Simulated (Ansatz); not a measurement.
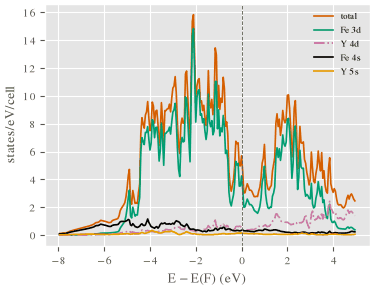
Total and projected density of states of YFe5 in space group P6/mmm (No. 191; Y on 1a, Fe on 2c, Fe on 3g), plane-wave PAW r²SCAN (Ansatz code)

**Question.** Which orbitals carry the states next to the Fermi level?

**Answer.** Within 0.5 eV of the Fermi level: Fe 3d 72 %, Y 4d 10 %, Fe 4s 7 %, outside the projected shells 7 %. Projections are on Löwdin-orthogonalised atomic valence shells; empty p or d shells of many metals are not among them.

**Question.** Where is the tallest occupied peak in this window, and what makes it?

**Answer.** Near -2.1 eV, about 16 states/eV per cell; the largest projected share is Fe 3d.

The first step of the workflow began from a Materials Project structure, measured or hypothetical; the Crystallography Open Database files this formula in space group No. 191, but the cells were not matched. Whether it is the stable phase at ambient conditions was not checked. The r²SCAN relaxation kept the symmetry of its start, as lowered by the spin order; whether a distortion lowers the energy is not shown. Magnetic state: ferrimagnetic, chosen from 4 collinear starts compared on coarse meshes (ties went to the first, and starts can fall back to one state), not a proven ground state. Other orbital occupations within this spin state were not tried. Spin–orbit coupling is left out wherever it is not named.

Potentials: the later of the program's two PAW sets.
